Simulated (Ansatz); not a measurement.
# CH3ClSi: the cost of one run

The runs use Ansatz 0.2.0, Gaussian basis; PBE0-D4/def2-TZVP structures, single points in def2-TZVPP, no counterpoise correction.

Levels: SPW92, PBE-D4, BLYP-D4, r2SCAN-D4, B97M-V, PBE0-D4, B3LYP-D4, r2SCAN0-D4, BHLYP-D4, CAM-B3LYP-D4, wB97X-V, wB97M-V, B2PLYP, PBE-QIDH, RPA on PBE, Hartree-Fock, MP2, CCSD, CCSD(T).

Correlated methods freeze the cores. B3LYP uses VWN-RPA correlation. B2PLYP carries no dispersion term here.

57 further runs of the same task are left out: 1 that didn't finish, 56 set aside as unsound or not needed.

## Step 1: Starting geometry

The complex: 8 atoms, charge 0, spin multiplicity 1.

Atoms are counted from 1 here; the program's logs count them from 0.

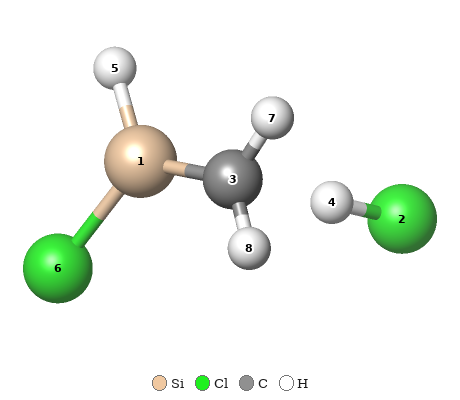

Start geometry, drawn with silicon light orange, chlorine green, carbon grey, hydrogen white; atoms are numbered from 1 in the order of the file.

Coordinates:

```xyz
8

Si   -0.5524    0.9875    0.4576
Cl   -0.4231   -2.6346   -1.1197
C     0.9131    0.3237   -0.0736
H    -0.0115   -1.4665   -0.6918
H    -1.4900    1.7477   -0.3840
Cl   -1.2943    0.7131    2.3159
H     1.2632    0.5440   -1.0768
H     1.5952   -0.2149    0.5725
```

Its parts: CH3ClSi holds atoms 1, 3, 5, 6, 7, 8; HCl holds atoms 2, 4. Each part counts its atoms afresh in its own runs.

## Step 2: Relaxing CH3ClSi alone

The input, relax-a/in.yaml:

```yaml
crystal:
  periodic: [false, false, false]
  atoms:
    - {symbol: Si, position_ang: [-0.552368, 0.987500, 0.457623]}
    - {symbol: C, position_ang: [0.913072, 0.323725, -0.073637]}
    - {symbol: H, position_ang: [-1.490017, 1.747730, -0.383993]}
    - {symbol: Cl, position_ang: [-1.294316, 0.713082, 2.315941]}
    - {symbol: H, position_ang: [1.263165, 0.543997, -1.076828]}
    - {symbol: H, position_ang: [1.595152, -0.214949, 0.572453]}
basis:
  gaussian: {orbitals: def2-TZVP}
hamiltonian: {xc: pbe0, dispersion: d4}
relax: {f_tol: 0.005, max_steps: 200}
```

Launch:

```bash
ansatz run in.yaml --threads 4 --pin off --events-out ev --progress --plain --max-ram 9574MiB
```

**Question.** How long does this run take on 4 threads of Intel Xeon Platinum 8375C at 2.90GHz, shared host?

About 8.5 s.
